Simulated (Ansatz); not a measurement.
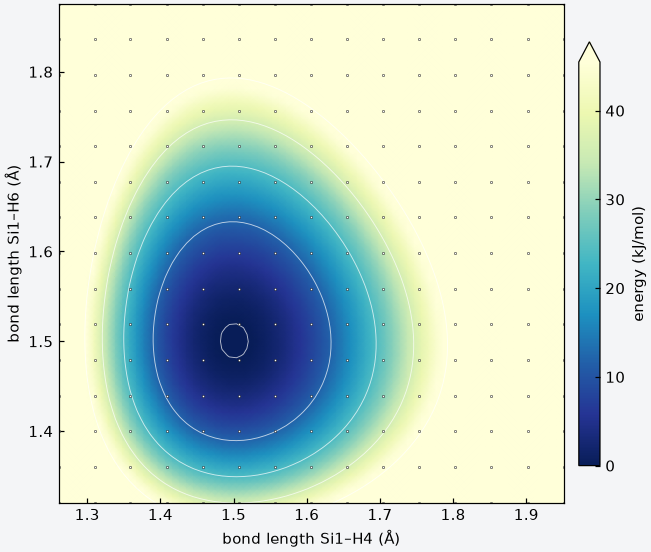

ClH4Si2, SMILES [SiH3][SiH-]Cl, charge −1. First axis: bond length Si1–H4. Second axis: bond length Si1–H6. Nothing is relaxed (all other coordinates rigid). Grid: 15 × 15 points. Points are written as (first, second). Energies: kJ/mol, counted from the lowest grid point. These are results of Ansatz, RHF/def2-SVPD, not measurements.

Drawn: a smooth colour map with a few white contour lines, dots at the grid points, one colour for all values above the top of the scale. Between grid points the surface is interpolated.

**Estimate the position of the minimum and the force constants in these coordinates.**

The interpolated minimum is at bond length Si1–H4 ≈ 1.501 Å, bond length Si1–H6 ≈ 1.500 Å. The curvatures there are about 18 eV/Å² and 18 eV/Å², with a cross term of about 0 eV/Å². Round the minimum the contours are nearly round: the two directions are equally stiff and uncoupled. (1 eV is 96.5 kJ/mol.)
